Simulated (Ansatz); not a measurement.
# Si (diamond structure), cut as [110] fin, 0.55 nm by 1.16 nm, dimers on {100} faces where they fit, ended by OH

Computed with PBE (plane waves to 420 eV, PAW; Ansatz, a first-principles code).

k-points: Γ-centred 1×1×4 mesh; occupations: Fermi-Dirac, 0.020 eV; spin polarisation not allowed. No spin-orbit coupling.

 The period along the axis is held at the bulk value.

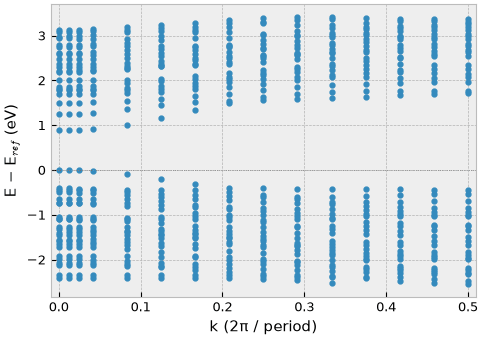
Figure: Levels along the axis at 15 k-points, drawn as points, zero at the top of the valence band

Electronic character: not metallic; Kohn-Sham band gap: 0.89 eV. Only levels within the plotted window are shown.
